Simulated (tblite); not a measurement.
# C8H4F6O4S2: the cost of one run

Computed with tblite 0.8.0 and PySCF 2.14.0 and routines of our own; the level stands in each step. Atoms count from 0.

### 1 The system as given

24 atoms, charge 0, multiplicity 1; geometry from: force field, distance geometry or constructed start.

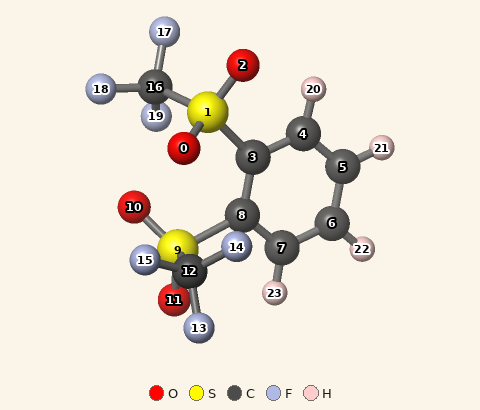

The starting geometry (oxygen red, sulfur yellow, carbon dark grey, fluorine light blue, hydrogen pink).

### 2 Geometry optimisation with GFN2-xTB

What the job is given:

```
{"job": {"kind": "relax", "xc": "GFN2-xTB", "basis": "xTB"}, "charge": 0, "multiplicity": 1}
O      1.363300    -1.858300    -0.545000
S      1.768600    -0.482200    -0.804000
O      2.274000    -0.171200    -2.129600
C      0.279200     0.500400    -0.606200
C      0.112800     1.576900    -1.479300
C     -1.055100     2.343200    -1.456200
C     -2.065500     2.036300    -0.556400
C     -1.915500     0.959900     0.322300
C     -0.751400     0.167800     0.294500
S     -0.629200    -1.124700     1.535900
O      0.774900    -1.143700     1.915700
O     -1.601200    -0.774100     2.561800
C     -1.176600    -2.639300     0.649600
F     -2.424900    -3.019400     1.034000
F     -1.257100    -2.455900    -0.704600
F     -0.369200    -3.712000     0.877500
C      2.915300     0.195800     0.477400
F      3.890300     0.958900    -0.094900
F      3.560100    -0.770600     1.186600
F      2.289600     1.012000     1.372000
H      0.878300     1.838800    -2.212100
H     -1.171500     3.181900    -2.139800
H     -2.968300     2.641700    -0.520200
H     -2.728100     0.749400     1.025600
```

Started as:

```
$ OMP_NUM_THREADS=1 python large_run.py task.json out
```

This one command runs all jobs of the session in turn.

Q: Estimate the wall time and peak memory of this first job on 1 thread of Intel Xeon Platinum 8259CL at 2.50GHz, shared host.

About 2.6 s, with a peak of 0.18 GiB.
